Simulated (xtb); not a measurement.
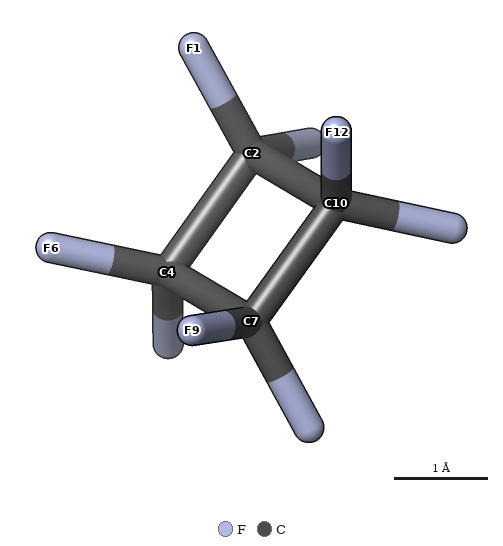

The structure (stick view, seen at a tilt; atoms are numbered from 1 in the order of the input).

Calculation of the molecule and its ions, with input and output: C4F8

- system: C4F8 (octafluorocyclobutane)
- method: GFN1-xTB (xtb 6.7.1)

The geometry was optimised with GFN1-xTB.

The input (geom.xyz):
```
12

F      1.73383900     1.08681600     0.71522400
C      0.92224200     0.58580100    -0.21097000
F      1.37773200     0.88957000    -1.42235700
C     -0.59490600     0.94031000     0.01038400
F     -1.18325700     1.48012500    -1.05262600
F     -0.82418500     1.69119400     1.08314200
C     -0.92161000    -0.58545000     0.21467300
F     -1.74012300    -1.09095100    -0.70280200
F     -1.36784500    -0.88343300     1.43105100
C      0.59427800    -0.94066100    -0.01407200
F      0.81714500    -1.68391700    -1.09361000
F      1.18669000    -1.48941400     1.04194300
```

File .CHRG:
```
0
```

File .UHF:
```
0
```

Machine: 1 thread of Intel Xeon (Granite Rapids), 192 GiB of memory available, shared host.

Launch command:
```bash
xtb geom.xyz --vipea --acc 0.001 --gfn1 > xtb.out
```

Output:
```
* xtb version 6.7.1
   ID    Z sym.   atoms
    1    9 F      1, 3, 5, 6, 8, 9, 11, 12
    2    6 C      2, 4, 7, 10

           -------------------------------------------------
          |                Calculation Setup                |
           -------------------------------------------------

          program call               : xtb geom.xyz --vipea --acc 0.001 --gfn1
          coordinate file            : geom.xyz
          omp threads                :                     1

########################################################################
[WARNING] Please study the warnings concerning your input carefully
-1- prog_main_parseArguments: The use of '--gfn1' is discouraged, please use '--gfn 1' next time
########################################################################

           -------------------------------------------------
          |                 G F N 1 - x T B                 |
           -------------------------------------------------

      * Hamiltonian:
        H0-scaling (s, p, d)           1.850000    2.250000    2.000000
        zeta-weighting                 0.000000
      * Dispersion:
        s8                             2.400000
        a1                             0.630000
        a2                             5.000000
        s9                             0.000000
      * Repulsion:
        kExp                           1.500000
        rExp                           1.000000
      * Coulomb:
        alpha                          2.000000
        third order                    atomic
        anisotropic                    false
      * Halogen bond correction:
        rad-scale                      1.300000
        damping                        0.440000

          ...................................................
          :                      SETUP                      :
          :.................................................:
          :  # basis functions                  48          :
          :  # atomic orbitals                  48          :
          :  # shells                           24          :
          :  # electrons                        72          :
          :  # halogen bonds                     0          :
          :  max. iterations                   250          :
          :  Hamiltonian                  GFN1-xTB          :
          :  restarted?                      false          :
          :  GBSA solvation                  false          :
          :  PC potential                    false          :
          :  electronic temp.          300.0000000     K    :
          :  accuracy                    0.0010000          :
          :  -> integral cutoff          0.5500000E+02      :
          :  -> integral neglect         0.1000000E-10      :
          :  -> SCF convergence          0.1000000E-08 Eh   :
          :  -> wf. convergence          0.2000000E-07 e    :
          :  Broyden damping             0.4000000          :
          :  net charge                          0          :
          :  unpaired electrons                  0          :
          ...................................................

 iter      E             dE          RMSdq      gap      omega  full diag
   1    -49.5313506 -0.495314E+02  0.706E+00    9.61       0.0  T
   2    -49.6619531 -0.130602E+00  0.424E+00    9.41       1.0  T
   3    -49.6620334 -0.802928E-04  0.132E+00    9.44       1.0  T
   4    -49.6623406 -0.307285E-03  0.127E-02    9.43       2.3  T
   5    -49.6623434 -0.279711E-05  0.514E-04    9.43      56.1  T
   6    -49.6623434  0.658098E-09  0.647E-04    9.43      44.6  T
   7    -49.6623435 -0.620999E-08  0.995E-06    9.43    2900.3  T
   8    -49.6623435 -0.170530E-11  0.987E-08    9.43  100000.0  T
   9    -49.6623435 -0.206057E-12  0.155E-08    9.43  100000.0  T

   *** convergence criteria satisfied after 9 iterations ***

         #    Occupation            Energy/Eh            Energy/eV
      -------------------------------------------------------------
         1        2.0000           -0.9541441             -25.9636
       ...           ...                  ...                  ...
        30        2.0000           -0.6112598             -16.6332
        31        2.0000           -0.6099150             -16.5966
        32        2.0000           -0.6099150             -16.5966
        33        2.0000           -0.6079598             -16.5434
        34        2.0000           -0.5541741             -15.0798
        35        2.0000           -0.5541738             -15.0798
        36        2.0000           -0.5292861             -14.4026 (HOMO)
        37                         -0.1828332              -4.9751 (LUMO)
        38                         -0.1183590              -3.2207
        39                         -0.1183579              -3.2207
        40                         -0.1122796              -3.0553
        41                         -0.0845517              -2.3008
       ...                                ...                  ...
        48                          0.1671761               4.5491
      -------------------------------------------------------------
                  HL-Gap            0.3464529 Eh            9.4275 eV
             Fermi-level           -0.3560596 Eh           -9.6889 eV

 SCC (total)                   0 d,  0 h,  0 min,  0.011 sec
 SCC setup                      ...        0 min,  0.000 sec (  0.555%)
 Dispersion                     ...        0 min,  0.000 sec (  0.263%)
 classical contributions        ...        0 min,  0.000 sec (  0.119%)
 integral evaluation            ...        0 min,  0.003 sec ( 27.778%)
 iterations                     ...        0 min,  0.002 sec ( 21.542%)
 molecular gradient             ...        0 min,  0.005 sec ( 48.923%)
 printout                       ...        0 min,  0.000 sec (  0.775%)

         :::::::::::::::::::::::::::::::::::::::::::::::::::::
         ::                     SUMMARY                     ::
         :::::::::::::::::::::::::::::::::::::::::::::::::::::
         :: total energy             -49.552137680662 Eh    ::
         :: gradient norm              0.000039329418 Eh/a0 ::
         :: HOMO-LUMO gap              9.427462598237 eV    ::
         ::.................................................::
         :: SCC energy               -49.662343450187 Eh    ::
         :: -> electrostatic           0.151439790973 Eh    ::
         :: repulsion energy           0.114583687126 Eh    ::
         :: dispersion energy         -0.004377917601 Eh    ::
         :: halogen bond corr.         0.000000000000 Eh    ::
         :: add. restraining           0.000000000000 Eh    ::
         :: total charge               0.000000000000 e     ::
         :::::::::::::::::::::::::::::::::::::::::::::::::::::

           -------------------------------------------------
          |        vertical delta SCC IP calculation        |
           -------------------------------------------------

 iter      E             dE          RMSdq      gap      omega  full diag
   1    -49.0115877 -0.490116E+02  0.847E-01    9.43       0.0  T
   2    -49.0157141 -0.412637E-02  0.624E-01    9.36       1.0  T
   3    -49.0160497 -0.335628E-03  0.327E-01    9.37       1.0  T
   4    -49.0160667 -0.169845E-04  0.216E-02    9.36       1.3  T
   5    -49.0160678 -0.105406E-05  0.131E-02    9.36       2.2  T
   6    -49.0160715 -0.368630E-05  0.117E-04    9.36     246.4  T
   7    -49.0160715 -0.254126E-09  0.892E-06    9.36    3237.8  T
   8    -49.0160715 -0.284928E-11  0.261E-06    9.36   11074.3  T
   9    -49.0160715  0.568434E-13  0.400E-07    9.36   72116.0  T
  10    -49.0160715 -0.177636E-12  0.547E-08    9.36  100000.0  T
  11    -49.0160715  0.255795E-12  0.302E-09    9.36  100000.0  T
     SCC iter.                  ...        0 min,  0.002 sec
     gradient                   ...        0 min,  0.005 sec
------------------------------------------------------------------------
empirical IP shift (eV):    4.8455
delta SCC IP (eV):   12.7405
------------------------------------------------------------------------
           -------------------------------------------------
          |        vertical delta SCC EA calculation        |
           -------------------------------------------------

 iter      E             dE          RMSdq      gap      omega  full diag
   1    -49.7044411 -0.497044E+02  0.167E+00    1.63       0.0  T
   2    -49.7255194 -0.210783E-01  0.109E+00    1.97       1.0  T
   3    -49.7255548 -0.353936E-04  0.568E-01    1.95       1.0  T
   4    -49.7255696 -0.148599E-04  0.300E-02    1.97       1.0  T
   5    -49.7255744 -0.480831E-05  0.291E-02    1.95       1.0  T
   6    -49.7255870 -0.125383E-04  0.152E-03    1.96      19.0  T
   7    -49.7255870 -0.370417E-07  0.197E-05    1.96    1465.1  T
   8    -49.7255870 -0.476774E-11  0.497E-06    1.96    5812.1  T
   9    -49.7255870 -0.170530E-12  0.166E-06    1.96   17373.8  T
  10    -49.7255870 -0.426326E-13  0.237E-07    1.96  100000.0  T
  11    -49.7255870  0.710543E-13  0.186E-09    1.96  100000.0  T
  12    -49.7255870 -0.568434E-13  0.278E-10    1.96  100000.0  T
     SCC iter.                  ...        0 min,  0.003 sec
     gradient                   ...        0 min,  0.005 sec
------------------------------------------------------------------------
empirical EA shift (eV):    4.8455
delta SCC EA (eV):   -3.1246
------------------------------------------------------------------------
           -------------------------------------------------
          |                Property Printout                |
           -------------------------------------------------

    * Orbital Energies and Occupations

         #    Occupation            Energy/Eh            Energy/eV
      -------------------------------------------------------------
         1        2.0000           -0.7207257             -19.6119
       ...           ...                  ...                  ...
        25        2.0000           -0.4018548             -10.9350
        26        2.0000           -0.3958081             -10.7705
        27        2.0000           -0.3958080             -10.7705
        28        2.0000           -0.3901989             -10.6179
        29        2.0000           -0.3861155             -10.5067
        30        2.0000           -0.3835758             -10.4376
        31        2.0000           -0.3835757             -10.4376
        32        2.0000           -0.3828981             -10.4192
        33        2.0000           -0.3816284             -10.3846
        34        2.0000           -0.3190286              -8.6812
        35        2.0000           -0.3190283              -8.6812
        36        2.0000           -0.2934452              -7.9851
        37        1.0000            0.0562320               1.5302 (HOMO)
        38                          0.1283558               3.4927 (LUMO)
        39                          0.1283569               3.4928
        40                          0.1297636               3.5310
        41                          0.1558024               4.2396
        42                          0.1690251               4.5994
        43                          0.2077173               5.6523
        44                          0.2077190               5.6523
        45                          0.2213041               6.0220
        46                          0.2213049               6.0220
        47                          0.3889827              10.5848
        48                          0.4131918              11.2435
      -------------------------------------------------------------
                  HL-Gap            0.0721239 Eh            1.9626 eV
             Fermi-level           -0.0131564 Eh           -0.3580 eV

  Mulliken/CM5 charges         n(s)   n(p)   n(d)
     1F    -0.30167 -0.32361   1.828  5.474  0.000
     2C     0.35310  0.39696   1.020  2.627  0.000
     3F    -0.30142 -0.32335   1.827  5.474  0.000
     4C     0.35310  0.39696   1.020  2.627  0.000
     5F    -0.30167 -0.32361   1.828  5.474  0.000
     6F    -0.30142 -0.32335   1.827  5.474  0.000
     7C     0.35310  0.39696   1.020  2.627  0.000
     8F    -0.30145 -0.32338   1.827  5.474  0.000
     9F    -0.30165 -0.32358   1.828  5.474  0.000
    10C     0.35310  0.39696   1.020  2.627  0.000
    11F    -0.30165 -0.32358   1.828  5.474  0.000
    12F    -0.30145 -0.32338   1.827  5.474  0.000

Wiberg/Mayer (AO) data.
largest (>0.10) Wiberg bond orders for each atom

 ---------------------------------------------------------------------------
     #   Z sym  total        # sym  WBO       # sym  WBO       # sym  WBO
 ---------------------------------------------------------------------------
     1   9 F    1.010 --     2 C    0.841
     2   6 C    3.850 --     4 C    0.958    10 C    0.958     3 F    0.841
                             1 F    0.841
     3   9 F    1.010 --     2 C    0.841
     4   6 C    3.850 --     7 C    0.958     2 C    0.958     6 F    0.841
                             5 F    0.841
     5   9 F    1.010 --     4 C    0.841
     6   9 F    1.010 --     4 C    0.841
     7   6 C    3.850 --     4 C    0.958    10 C    0.958     8 F    0.841
                             9 F    0.841
     8   9 F    1.010 --     7 C    0.841
     9   9 F    1.010 --     7 C    0.841
    10   6 C    3.850 --     7 C    0.958     2 C    0.958    12 F    0.841
                            11 F    0.841
    11   9 F    1.010 --    10 C    0.841
    12   9 F    1.010 --    10 C    0.841
 ---------------------------------------------------------------------------

Topologies differ in total number of bonds
Writing topology from bond orders to xtbtopo.mol

 dipole moment from electron density (au)
     X       Y       Z
   0.0000   0.0000   0.0000  total (Debye):    0.000

           -------------------------------------------------
          | TOTAL ENERGY              -49.615381234804 Eh   |
          | GRADIENT NORM               0.491282066273 Eh/α |
          | HOMO-LUMO GAP               1.962590163831 eV   |
           -------------------------------------------------

------------------------------------------------------------------------
------------------------------------------------------------------------
 total:
 *  cpu-time:     0 d,  0 h,  0 min,  0.038 sec
 * ratio c/w:     1.000 speedup
 SCF:
 *  cpu-time:     0 d,  0 h,  0 min,  0.033 sec
 * ratio c/w:     1.000 speedup
```

Key numbers:

- outcome: converged
- electrons treated: 72
- total energy: −49.552138 hartree
- dispersion energy: −0.004378 hartree
- basis functions: 48
- peak memory: 0.07 GiB
